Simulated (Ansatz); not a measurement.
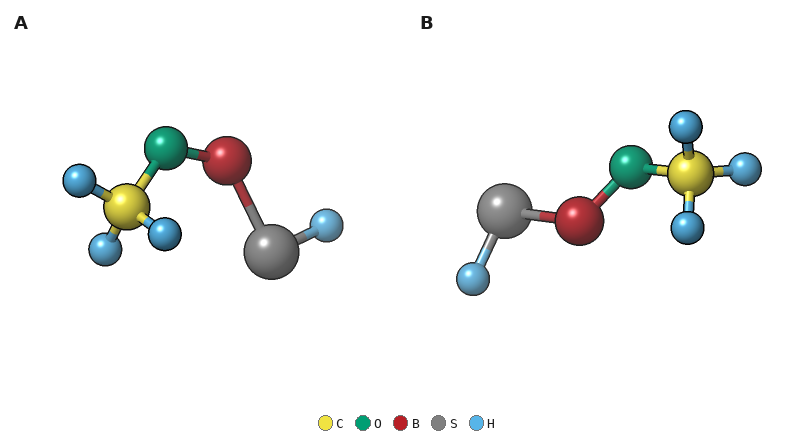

2 stationary structures of one formula. State: neutral, doublet. Geometries: PBE0-D4/def2-TZVP. Electronic energies: UHF-CCSD(T) (frozen core)/def2-TZVPP (Ansatz 0.2.0), without zero-point energy. No frequency run is at hand to confirm each as a minimum.

> Which structure is the most stable?

B is lowest (Cs); A lies 2.3 kJ/mol above it (Cs).

Give E(B) − E(A) in kJ/mol at these levels too: PBE0-D4/def2-TZVP; CCSD(T)/CBS (from def2-TZVPP and def2-QZVPP); ωB97M-V/def2-TZVPP; ωB97X-V/def2-TZVPP; UHF-CCSD(T) (frozen core)/def2-QZVPP; B2PLYP (frozen core)/def2-TZVPP; PBE-D4/def2-TZVPP; r2SCAN-D4/def2-TZVPP.

```
                                       level  E(B) − E(A) (kJ/mol)
                           PBE0-D4/def2-TZVP                  −1.9
CCSD(T)/CBS (from def2-TZVPP and def2-QZVPP)                  −1.4
                          ωB97M-V/def2-TZVPP                  −1.9
                          ωB97X-V/def2-TZVPP                  −2.5
        UHF-CCSD(T) (frozen core)/def2-QZVPP                  −1.9
             B2PLYP (frozen core)/def2-TZVPP                  −3.3
                           PBE-D4/def2-TZVPP                  −1.4
                        r2SCAN-D4/def2-TZVPP                  −0.1
```
